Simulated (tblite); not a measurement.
Run report: C$_{6}$H$_{10}$ClFSi$_{2}$, geometry relaxation (part 4 of 4)

C$_{6}$H$_{10}$ClFSi$_{2}$; GFN2-xTB geometry optimisation, gas phase (tblite 0.8.0). It belongs to a series of runs on one base structure; here: H on C replaced by propynyl.

Geometry of the input (Å):
```
C  -4.8414  0.1316  -0.2869
C  -3.4654  -0.2331  -0.0161
C  -2.2983  -0.5297  0.2202
C  -0.8869  -0.8649  0.4584
Si 0.1298  0.4497  -0.3827
Cl 0.2213  -0.0890  -2.4050
C  1.7844  0.5646  0.3777
F  1.9662  1.0989  1.6116
C  2.8313  0.0983  -0.2926
Si 4.5465  0.1349  0.3394
H  -5.4912  -0.7231  -0.0415
H  -4.9562  0.3636  -1.3640
H  -5.1862  1.0016  0.3498
H  -0.7230  -1.8594  0.0194
H  -0.7009  -0.8734  1.5594
H  -0.5643  1.7587  -0.2679
H  2.6380  -0.3145  -1.2716
H  4.7771  -1.1209  1.0693
H  4.7984  1.3167  1.1932
H  5.4156  0.2028  -0.8731
```

Trajectory as extended XYZ, continued:
```
20
Properties=species:S:1:pos:R:3:forces:R:3 step=93 energy=-833.58429
C    -4.9921   -0.0391   -0.2644    0.0020   0.0040  -0.0040
C    -3.5810   -0.2413   -0.0115    0.0070  -0.0060   0.0100
C    -2.4195   -0.4255    0.2206    0.0090   0.0070  -0.0020
C    -1.0133   -0.6295    0.5005    0.0020  -0.0040   0.0020
Si    0.1021    0.5943   -0.4599   -0.0180  -0.0010   0.0120
Cl    0.1612    0.0988   -2.4193   -0.0080   0.0080   0.0020
C     1.8749    0.4541    0.2112   -0.0070  -0.0030  -0.0110
F     1.9590    0.7620    1.5406    0.0020   0.0010   0.0080
C     2.9921    0.1219   -0.4239    0.0040  -0.0100  -0.0040
Si    4.7005    0.0419    0.3748   -0.0020   0.0070   0.0060
H    -5.5524   -0.9363   -0.0025   -0.0020  -0.0090   0.0010
H    -5.1581    0.1845   -1.3177    0.0150  -0.0030  -0.0190
H    -5.3621    0.7934    0.3333    0.0020   0.0080   0.0120
H    -0.7485   -1.6600    0.2436   -0.0040   0.0020   0.0070
H    -0.8510   -0.5108    1.5749    0.0060   0.0030  -0.0060
H    -0.3710    1.9704   -0.3170    0.0030  -0.0010  -0.0050
H     2.8851   -0.1165   -1.4709   -0.0020  -0.0010  -0.0130
H     4.8149   -1.2128    1.1227   -0.0060  -0.0050  -0.0060
H     4.8704    1.1825    1.2721    0.0040   0.0050  -0.0010
H     5.6839    0.0814   -0.7104   -0.0060  -0.0010   0.0110
20
Properties=species:S:1:pos:R:3:forces:R:3 step=96 energy=-833.58456
C    -4.9916   -0.0431   -0.2654    0.0070  -0.0050  -0.0030
C    -3.5812   -0.2461   -0.0071   -0.0060   0.0040   0.0040
C    -2.4187   -0.4246    0.2241    0.0070   0.0050   0.0020
C    -1.0124   -0.6248    0.5051    0.0080  -0.0020   0.0000
Si    0.1009    0.5962   -0.4602    0.0020   0.0150   0.0080
Cl    0.1562    0.0999   -2.4195   -0.0070   0.0050   0.0030
C     1.8755    0.4578    0.2081   -0.0090  -0.0100  -0.0020
F     1.9606    0.7581    1.5397   -0.0030  -0.0070  -0.0040
C     2.9926    0.1268   -0.4281   -0.0090   0.0170  -0.0090
Si    4.6987    0.0382    0.3740   -0.0020  -0.0020   0.0080
H    -5.5537   -0.9407   -0.0058    0.0080   0.0150  -0.0030
H    -5.1506    0.1792   -1.3207    0.0060  -0.0010   0.0060
H    -5.3627    0.7908    0.3311    0.0050  -0.0140  -0.0100
H    -0.7452   -1.6553    0.2524   -0.0030  -0.0140   0.0020
H    -0.8492   -0.5018    1.5785    0.0030   0.0060   0.0040
H    -0.3706    1.9731   -0.3205   -0.0010   0.0020  -0.0020
H     2.8865   -0.0991   -1.4781   -0.0010  -0.0160  -0.0080
H     4.8010   -1.2177    1.1214   -0.0010  -0.0110  -0.0070
H     4.8737    1.1737    1.2764    0.0030   0.0140  -0.0030
H     5.6851    0.0729   -0.7085   -0.0060   0.0000   0.0120
20
Properties=species:S:1:pos:R:3:forces:R:3 step=99 energy=-833.58492
C    -4.9859   -0.0412   -0.2685    0.0090  -0.0040   0.0030
C    -3.5775   -0.2477   -0.0037    0.0090   0.0040  -0.0010
C    -2.4156   -0.4278    0.2292    0.0030  -0.0030   0.0080
C    -1.0095   -0.6290    0.5107    0.0030   0.0030   0.0020
Si    0.0972    0.5966   -0.4548    0.0160  -0.0010  -0.0240
Cl    0.1436    0.1007   -2.4147   -0.0070   0.0060  -0.0010
C     1.8750    0.4593    0.2019    0.0100  -0.0050   0.0080
F     1.9669    0.7634    1.5328   -0.0070  -0.0140  -0.0080
C     2.9903    0.1275   -0.4370    0.0000   0.0140  -0.0020
Si    4.6932    0.0390    0.3743   -0.0170  -0.0010   0.0010
H    -5.5508   -0.9371   -0.0106   -0.0020   0.0030  -0.0030
H    -5.1392    0.1807   -1.3247    0.0020   0.0030   0.0110
H    -5.3570    0.7929    0.3274    0.0000  -0.0070  -0.0150
H    -0.7411   -1.6589    0.2560   -0.0050  -0.0060   0.0030
H    -0.8449   -0.5065    1.5838   -0.0020   0.0020   0.0090
H    -0.3715    1.9732   -0.3150   -0.0140   0.0170   0.0060
H     2.8843   -0.1003   -1.4870   -0.0010  -0.0130   0.0150
H     4.7893   -1.2185    1.1206   -0.0010  -0.0040  -0.0070
H     4.8626    1.1744    1.2786    0.0040   0.0050  -0.0100
H     5.6855    0.0728   -0.7022    0.0000   0.0020   0.0060
20
Properties=species:S:1:pos:R:3:forces:R:3 step=102 energy=-833.58521
C    -4.9836   -0.0485   -0.2696    0.0010   0.0020   0.0000
C    -3.5758   -0.2484    0.0014    0.0160  -0.0020  -0.0040
C    -2.4132   -0.4223    0.2350   -0.0020  -0.0020   0.0030
C    -1.0067   -0.6195    0.5163    0.0030   0.0010   0.0030
Si    0.0984    0.6037   -0.4565   -0.0140   0.0010   0.0020
Cl    0.1388    0.1043   -2.4146   -0.0070   0.0010  -0.0150
C     1.8751    0.4578    0.1992   -0.0040   0.0090  -0.0020
F     1.9678    0.7479    1.5328   -0.0050  -0.0110   0.0020
C     2.9900    0.1338   -0.4439    0.0040  -0.0040   0.0060
Si    4.6879    0.0333    0.3750    0.0060   0.0020  -0.0040
H    -5.5475   -0.9451   -0.0134    0.0000  -0.0120   0.0000
H    -5.1327    0.1720   -1.3262    0.0010   0.0020  -0.0080
H    -5.3611    0.7849    0.3222   -0.0050   0.0110   0.0020
H    -0.7390   -1.6510    0.2651    0.0020   0.0120   0.0090
H    -0.8426   -0.4925    1.5893    0.0060   0.0010  -0.0070
H    -0.3672    1.9831   -0.3210   -0.0060  -0.0070   0.0080
H     2.8844   -0.0859   -1.4955    0.0030  -0.0060   0.0130
H     4.7755   -1.2265    1.1184   -0.0040   0.0000  -0.0050
H     4.8612    1.1680    1.2796    0.0010   0.0010  -0.0060
H     5.6852    0.0645   -0.6966    0.0050   0.0000   0.0000
20
Properties=species:S:1:pos:R:3:forces:R:3 step=105 energy=-833.58536
C    -4.9844   -0.0563   -0.2697   -0.0040   0.0030  -0.0050
C    -3.5760   -0.2510    0.0038   -0.0270   0.0070  -0.0070
C    -2.4126   -0.4173    0.2381    0.0140  -0.0030   0.0050
C    -1.0057   -0.6090    0.5199   -0.0020   0.0040   0.0020
Si    0.0981    0.6094   -0.4595    0.0010   0.0010  -0.0030
Cl    0.1364    0.1068   -2.4176   -0.0070   0.0040  -0.0010
C     1.8752    0.4593    0.1966   -0.0050   0.0020   0.0020
F     1.9657    0.7323    1.5339   -0.0100  -0.0020   0.0060
C     2.9919    0.1421   -0.4468   -0.0100  -0.0090   0.0040
Si    4.6870    0.0275    0.3750    0.0120  -0.0010   0.0000
H    -5.5472   -0.9546   -0.0147    0.0170   0.0080  -0.0020
H    -5.1308    0.1631   -1.3273   -0.0020  -0.0020   0.0000
H    -5.3667    0.7776    0.3194    0.0050  -0.0070  -0.0020
H    -0.7372   -1.6418    0.2770    0.0120  -0.0020   0.0000
H    -0.8420   -0.4749    1.5918    0.0090   0.0060   0.0060
H    -0.3650    1.9901   -0.3260   -0.0050  -0.0090   0.0070
H     2.8883   -0.0676   -1.5002    0.0040  -0.0030  -0.0040
H     4.7633   -1.2351    1.1150   -0.0040   0.0020  -0.0030
H     4.8687    1.1593    1.2814   -0.0030   0.0030   0.0000
H     5.6879    0.0537   -0.6930    0.0060  -0.0010  -0.0060
20
Properties=species:S:1:pos:R:3:forces:R:3 step=107 energy=-833.58551
C    -4.9819   -0.0544   -0.2715    0.0080   0.0010  -0.0050
C    -3.5738   -0.2502    0.0028   -0.0130   0.0060  -0.0010
C    -2.4115   -0.4200    0.2408    0.0100  -0.0010   0.0050
C    -1.0045   -0.6111    0.5226   -0.0030   0.0040  -0.0020
Si    0.0958    0.6091   -0.4583    0.0130  -0.0090  -0.0130
Cl    0.1296    0.1074   -2.4172   -0.0070   0.0080   0.0090
C     1.8743    0.4608    0.1943    0.0000  -0.0130   0.0020
F     1.9663    0.7337    1.5317   -0.0110   0.0050   0.0040
C     2.9905    0.1411   -0.4488    0.0050  -0.0070   0.0030
Si    4.6859    0.0286    0.3746   -0.0080   0.0010  -0.0050
H    -5.5436   -0.9531   -0.0167    0.0030   0.0020   0.0000
H    -5.1272    0.1647   -1.3292   -0.0040  -0.0010  -0.0020
H    -5.3640    0.7795    0.3175    0.0030  -0.0050  -0.0010
H    -0.7341   -1.6431    0.2791    0.0070  -0.0060  -0.0020
H    -0.8389   -0.4774    1.5941    0.0020   0.0090   0.0080
H    -0.3672    1.9886   -0.3206   -0.0110   0.0040   0.0050
H     2.8879   -0.0718   -1.5018   -0.0010   0.0040   0.0010
H     4.7581   -1.2347    1.1133    0.0020   0.0010   0.0020
H     4.8637    1.1612    1.2810    0.0000  -0.0020  -0.0020
H     5.6895    0.0545   -0.6910    0.0030   0.0000  -0.0050
20
Properties=species:S:1:pos:R:3:forces:R:3 step=110 energy=-833.58564
C    -4.9784   -0.0543   -0.2735    0.0020   0.0000  -0.0010
C    -3.5714   -0.2502    0.0050    0.0140   0.0020   0.0010
C    -2.4098   -0.4208    0.2458   -0.0020   0.0020  -0.0020
C    -1.0021   -0.6103    0.5258    0.0030  -0.0050   0.0010
Si    0.0947    0.6101   -0.4596   -0.0050   0.0000   0.0110
Cl    0.1223    0.1111   -2.4186   -0.0030   0.0050   0.0040
C     1.8727    0.4603    0.1933    0.0030  -0.0150   0.0010
F     1.9629    0.7310    1.5315   -0.0060   0.0070  -0.0080
C     2.9891    0.1400   -0.4494   -0.0040   0.0000   0.0010
Si    4.6841    0.0282    0.3738    0.0010  -0.0020  -0.0030
H    -5.5408   -0.9527   -0.0197   -0.0010  -0.0020  -0.0010
H    -5.1206    0.1642   -1.3316   -0.0040   0.0000  -0.0040
H    -5.3621    0.7796    0.3142    0.0000   0.0000   0.0000
H    -0.7305   -1.6424    0.2822    0.0020   0.0030   0.0020
H    -0.8343   -0.4760    1.5974    0.0000   0.0100  -0.0080
H    -0.3717    1.9888   -0.3181   -0.0010  -0.0070   0.0010
H     2.8869   -0.0728   -1.5025   -0.0030   0.0070   0.0010
H     4.7531   -1.2358    1.1115    0.0070   0.0010   0.0060
H     4.8608    1.1618    1.2793    0.0010  -0.0040  -0.0010
H     5.6901    0.0536   -0.6900   -0.0040   0.0000  -0.0020
20
Properties=species:S:1:pos:R:3:forces:R:3 step=113 energy=-833.58574
C    -4.9784   -0.0582   -0.2745   -0.0010  -0.0010   0.0010
C    -3.5710   -0.2497    0.0060   -0.0040   0.0020  -0.0070
C    -2.4092   -0.4175    0.2478    0.0050  -0.0030  -0.0040
C    -1.0014   -0.6044    0.5280    0.0010   0.0000   0.0020
Si    0.0949    0.6129   -0.4605   -0.0050   0.0020   0.0030
Cl    0.1194    0.1147   -2.4192   -0.0020   0.0020  -0.0030
C     1.8722    0.4570    0.1925   -0.0040   0.0050   0.0000
F     1.9594    0.7227    1.5318    0.0030  -0.0010   0.0000
C     2.9896    0.1414   -0.4505   -0.0020   0.0010  -0.0020
Si    4.6839    0.0247    0.3730    0.0050  -0.0040   0.0040
H    -5.5389   -0.9580   -0.0204    0.0040   0.0010  -0.0010
H    -5.1211    0.1589   -1.3331    0.0020   0.0000   0.0030
H    -5.3652    0.7748    0.3125    0.0010   0.0000  -0.0030
H    -0.7281   -1.6368    0.2883   -0.0020  -0.0010   0.0070
H    -0.8329   -0.4639    1.5985   -0.0010   0.0010   0.0000
H    -0.3709    1.9918   -0.3192    0.0040  -0.0030   0.0030
H     2.8887   -0.0632   -1.5052   -0.0040   0.0000  -0.0030
H     4.7492   -1.2394    1.1111    0.0070   0.0030   0.0030
H     4.8627    1.1573    1.2793    0.0010  -0.0020   0.0000
H     5.6919    0.0484   -0.6891   -0.0070  -0.0010  -0.0020
```

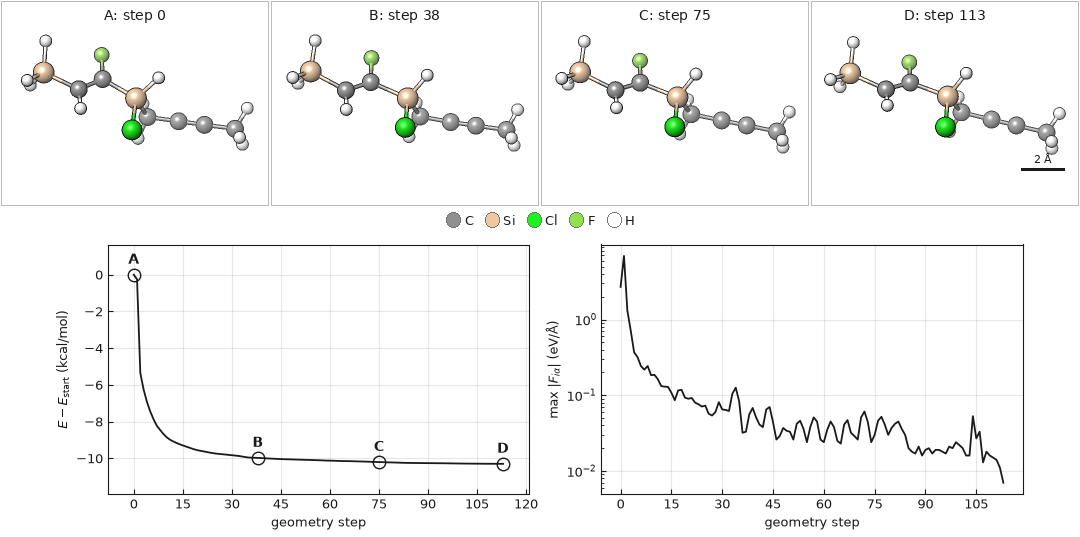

**Figure 1.** Frames of the relaxation (ball-and-stick view, seen at an oblique angle) above the curves, on which the letters mark them (steps are counted from 0).

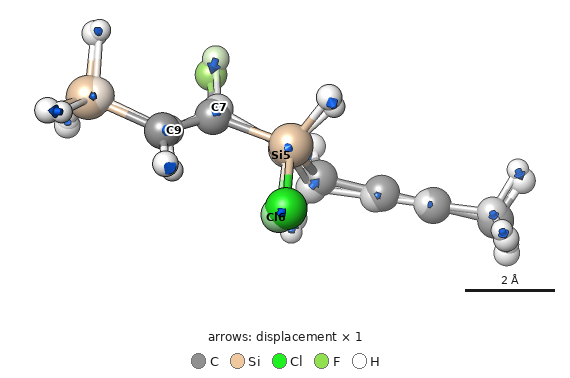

**Figure 2.** Start (faint) and end (solid) with the displacements as blue arrows, at true length (ball-and-stick view, seen at an oblique angle). The two geometries are laid on each other by the best rigid fit. The largest moves after the best rigid fit, 0.43 Å, are those of H15 and H17. Largest moves by element: H 0.43 Å, F 0.39 Å, C 0.29 Å, Cl 0.23 Å, Si 0.18 Å. Among the contacts that change: Si5–C7 1.825 → 1.900 Å, Si5–Cl6 2.095 → 2.021 Å, C9–Si10 1.828 → 1.887 Å, C4–Si5 1.863 → 1.913 Å. Among the angles that change: Si5–C7–C9 118.9° → 129.8°, Si5–C7–F8 121.7° → 112.3°, C3–C4–Si5 106.9° → 112.0°. After 113 geometry steps the energy has fallen by 10.3 kcal/mol. The largest force component goes from 2.7 to 0.007 eV/Å. (Atoms are counted from 1 in the order of the input.)

Key numbers:

| quantity | value |
| --- | --- |
| outcome | converged |
| total energy | −833.5857 eV |
| wall time | 4.9 s |
| peak memory | 0.18 GiB |
